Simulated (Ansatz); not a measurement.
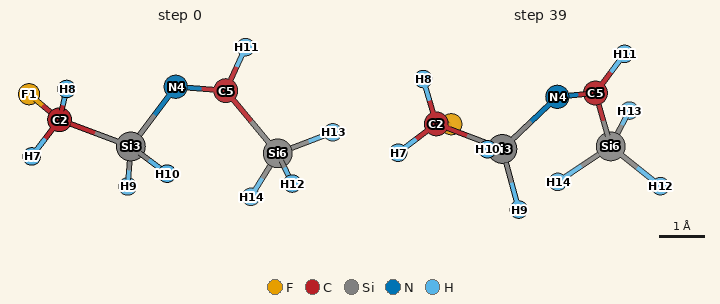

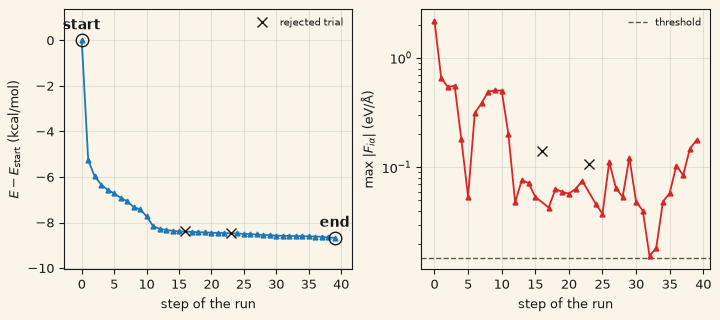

First and last geometry of a relaxation of C2H8FNSi2, with the history of the run. The picture is a ball-and-stick view, seen at a tilt.

The run prepares an end point of a later path (torsion) calculation, from a guessed geometry.

These are results of Ansatz 0.2.0, RKS BHLYP-D4/def2-SVP, not measurements. (no spin polarisation; force threshold 0.015 eV/Å; at most 40 steps)

Q: Read the history and describe the run.

A: The relaxation stopped without meeting its thresholds, so the last structure isn't shown to be converged. It used up its limit of 40 steps. After 37 accepted moves (39 points after the start) the energy has fallen by 8.67 kcal/mol. The largest force component goes from 2.2 to 0.18 eV/Å. The line search rejected the trial steps at points 16, 23 of the run. The atom that moves furthest after the best rigid fit is F1 (1.86 Å). By element the largest moves are F 1.86 Å, H 1.82 Å, N 1.25 Å, Si 0.92 Å, C 0.82 Å. Among the contacts that change: Si3–H9 1.423 → 1.485 Å, C2–Si3 1.828 → 1.889 Å, C5–Si6 1.867 → 1.912 Å, Si3–H10 1.518 → 1.476 Å. Bond angles that change, for instance: N4–Si3–H9 106.8° → 113.8°, N4–Si3–H10 102.5° → 109.0°, C2–Si3–H9 114.9° → 109.1°. Groups turn about Si3–N4 by about 90°, C5–Si6 by about 35°.
